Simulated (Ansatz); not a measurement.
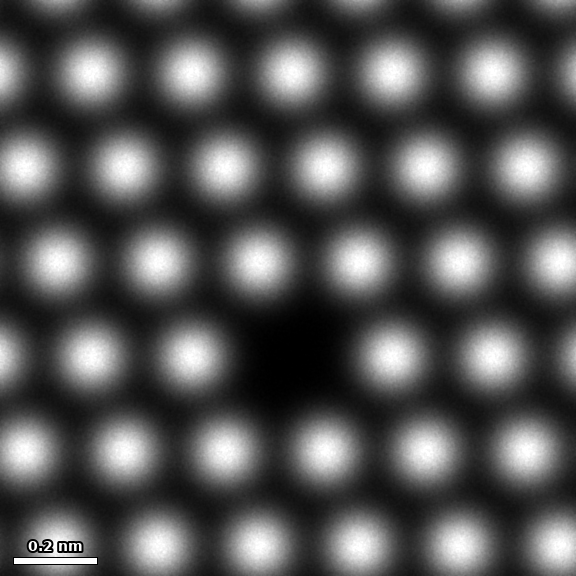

HAADF-like image of Al (Fm-3m, No. 225) along [110]. Simulation: incoherent imaging, intensity Z^1.7 per atom, probe width 1.30 Å, thin sample. Shot noise was added.

The sample is 1 repeat (2.8 Å) thick. One point defect was put into the perfect crystal, without relaxing the atoms around it. Brightness is counted from the darkest point of the image. Host structure: the input geometry of a calculation.

Where is the defect (in Å from the left and the top edge), and what does its contrast suggest?

At about 7 Å from the left and 9 Å from the top. The column has all but vanished there, which points to a vacancy or a much lighter atom. The column holds 1 atom (Al) through the sample, and one Al atom is missing, so its peak vanishes.
